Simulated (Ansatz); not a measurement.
**SiCNCl2F (SMILES N#C[Si](F)(Cl)Cl): B2PLYP/cc-pVDZ**

What is the vertical ionisation energy of SiCNCl2F at B2PLYP/cc-pVDZ? 

Program for the calculation: Ansatz 0.2.0.

136 further runs of the same task are left out: 6 that didn't finish, 130 set aside as unsound or not needed. Runs told in other sessions of the task aren't counted.

### 1 The molecule

The species is SiCNCl2F (6 atoms), meant as a singlet with charge 0. SMILES: `N#C[Si](F)(Cl)Cl`. The shape is that of a PBE0-D4/def2-TZVP optimisation.

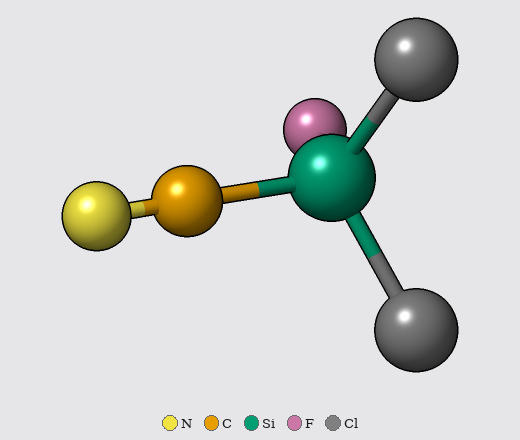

The structure, seen from a chosen angle (nitrogen yellow, carbon amber, silicon teal, fluorine pink, chlorine grey).

### 2 A single-point energy at B2PLYP/cc-pVDZ

Contents of input.yaml:

```yaml
crystal:
  periodic: [false, false, false]
  atoms:
    - {symbol: "N", position_ang: [1.752600, -1.361000, 1.114200]}
    - {symbol: C, position_ang: [0.923100, -0.763300, 0.585900]}
    - {symbol: Si, position_ang: [-0.381900, 0.210300, -0.249400]}
    - {symbol: F, position_ang: [-1.471500, -0.801900, -0.758800]}
    - {symbol: Cl, position_ang: [0.422900, 1.177100, -1.812500]}
    - {symbol: Cl, position_ang: [-1.203100, 1.474700, 1.074300]}
basis:
  gaussian:
    orbitals: cc-pVDZ
correlation:
  frozen_orbitals: {C: 1, Cl: 5, F: 1, "N": 1, Si: 5}
accuracy: high
hamiltonian:
  xc: {name: B2PLYP}
output: {orbitals: {seedname: orbitals}}
```

Launch:

```
$ ansatz run input.yaml --threads 1 --pin off --max-ram 3480MiB --events-out events.jsonl --progress --plain --runs-dir runs
```

Output:

```text
Warning: RAYON_NUM_THREADS=1 ignored (pool sized by the plan → 1); use --threads N
Functional definition: B2PLYP
  name "B2PLYP"
  parameter a = 0.53
  parameter c = 0.27
  exchange = (1 - a)*b88_x + a*exact_x
  correlation = (1 - c)*lyp_c + c*(mp2_os + mp2_ss)
2106 factors; integrals over basis functions are off by at most 3.2e-9 eV
mean field evaluation 1: about -38143.8640 eV, gradient 4.2e1 eV
mean field evaluation 2: about -38144.3117 eV, gradient 4.2e1 eV
mean field evaluation 4: about -38147.8251 eV, gradient 8.4e0 eV
mean field evaluation 8: about -38147.9936 eV, gradient 7.0e-1 eV
mean field evaluation 16: about -38147.9949 eV, gradient 1.2e-4 eV
mean field -38147.99485119 eV, -1401.9129531415 hartree, gradient 9.1e-8 eV, S^2 0.000000; 0 other end points of the search recorded, 0 dependent functions left out
18 core orbitals not correlated: weight in the atoms' cores, before any rotation towards them, 1.000 or more for the frozen orbitals, at most 0.000 for the correlated occupied ones
reference -38147.99487583 eV, -1401.9129540470 hartree; 17, 17 occupied and 61, 61 virtual orbitals, 2106 factors
second order -27.27674804 eV of doubles, -0.00000000 eV of singles
Total energy: -38155.35959780 eV, -1402.1836025875 hartree
```

It took 22 s on 1 thread of Arm Neoverse V1, shared host; peak memory 0.38 GiB.

### 3 The doublet cation at the same level

Contents of in.yaml:

```yaml
crystal:
  periodic: [false, false, false]
  atoms:
    - {symbol: N, position_ang: [1.752600, -1.361000, 1.114200]}
    - {symbol: C, position_ang: [0.923100, -0.763300, 0.585900]}
    - {symbol: Si, position_ang: [-0.381900, 0.210300, -0.249400]}
    - {symbol: F, position_ang: [-1.471500, -0.801900, -0.758800]}
    - {symbol: Cl, position_ang: [0.422900, 1.177100, -1.812500]}
    - {symbol: Cl, position_ang: [-1.203100, 1.474700, 1.074300]}
basis:
  gaussian: {orbitals: cc-pVDZ}
correlation: {frozen_orbitals: {C: 1, Cl: 5, F: 1, "N": 1, Si: 5}}
hamiltonian: {xc: {name: B2PLYP}}
total_charge: 1
output: {orbitals: {seedname: orbitals}}
magnetization: {spin_polarized: true, initial_magnetization: 1}
accuracy: high
```

Launch:

```
$ ansatz run in.yaml --threads 1 --pin off --max-ram 3480MiB --events-out events.jsonl --progress --plain --runs-dir runs
```

Output, cut to the lines that bear on the results:

```text
Warning: RAYON_NUM_THREADS=1 ignored (pool sized by the plan → 1); use --threads N
[... 2 set-up lines as earlier in the session ...]
[...]
2106 factors; integrals over basis functions are off by at most 3.2e-9 eV
[...]
mean field -38135.60316940 eV, -1401.4575672352 hartree, gradient 3.2e-8 eV, S^2 0.774609; 8 other end points of the search recorded, 0 dependent functions left out
18 core orbitals not correlated: weight in the atoms' cores, before any rotation towards them, 1.000 or more for the frozen orbitals, at most 0.000 for the correlated occupied ones
reference -38135.60319402 eV, -1401.4575681399 hartree; 17, 16 occupied and 61, 62 virtual orbitals, 2106 factors
second order -27.50342485 eV of doubles, -0.00000000 eV of singles
Total energy: -38143.02911873 eV, -1401.7304658394 hartree
```

It took 1.7 min on 1 thread of Arm Neoverse V1, shared host; peak memory 0.61 GiB.

### 4 What came out

Level: B2PLYP/cc-pVDZ, 18 core orbitals frozen.

| quantity | value |
| --- | --- |
| singlet SiCNCl2F: total energy | -1402.18360 Eh |
| singlet SiCNCl2F: HOMO energy (SCF part's orbitals) | -11.29 eV |
| singlet SiCNCl2F: LUMO energy (SCF part's orbitals) | 0.24 eV |
| singlet SiCNCl2F: HOMO–LUMO gap (SCF part's orbitals) | 11.53 eV |
| doublet cation: total energy | -1401.73047 Eh |
| doublet cation: HOMO energy (SCF part's orbitals) (highest over α and β) | -16.40 eV |
| doublet cation: LUMO energy (SCF part's orbitals) (lowest over α and β) | -13.49 eV |
| doublet cation: ⟨S²⟩ | 0.775 |
| vertical ionisation energy (to the doublet cation) | 12.330 eV |

What this shows: Removing an electron at fixed nuclei costs 12.33 eV (1190 kJ/mol). −ε(HOMO) before ionisation, 11.29 eV, is 1.04 eV below this ionisation energy.
